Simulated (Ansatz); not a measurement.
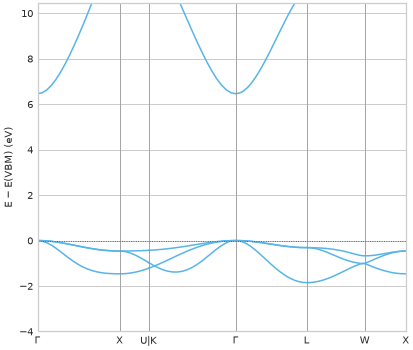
*Band structure from LDA in the plane-wave PAW code Ansatz*

Question: Read off the gap and where the band edges lie.

Answer: About 6.5 eV (6.46 eV by a search for the band edges); maximum at Γ, minimum at Γ.

The material is NaF (rock salt, Fm-3m).

The cell was relaxed with LDA under the symmetry of its start; phonons on a q-mesh show no instability.

Potentials: the later of the program's two PAW sets.
